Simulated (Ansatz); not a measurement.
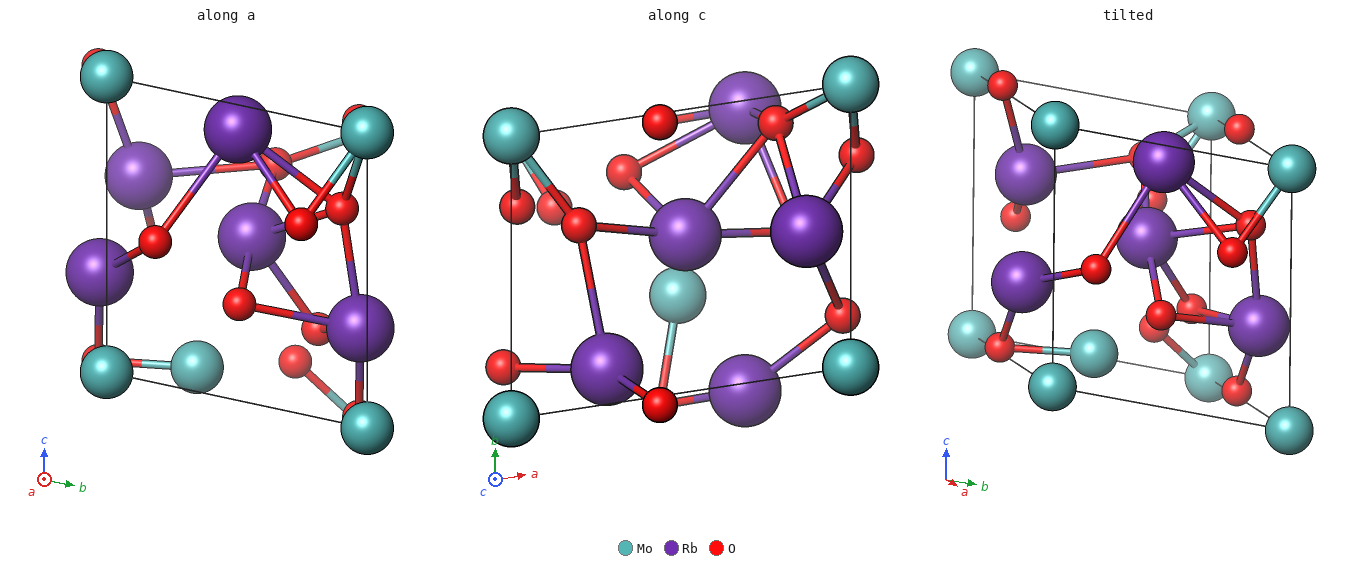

We look at a ball-and-stick model of the crystal along the a axis, along the c axis and slightly off an axis. Thin lines show the simulation cell, with boundary atoms drawn in all their periodic places. Cell: a = 7.409 Å, b = 6.230 Å, c = 6.846 Å, α = 101.69°, β = 87.93°, γ = 81.96°.

Explain the picture.

The material is Rb₂MoO₄. All rotations and mirrors are lost; the group is P1. The atoms show no order inside the cell. Atoms per cell: 14 (4 Rb, 2 Mo, 8 O).

Note that this is a made-up disordered cell, and that it hasn't been relaxed. Ansatz was used for an electronic-structure calculation on it.

At this level of theory the cell isn't at rest (forces up to 5.4 eV/Å), so its distances can differ from those at equilibrium, the more so the softer the solid.
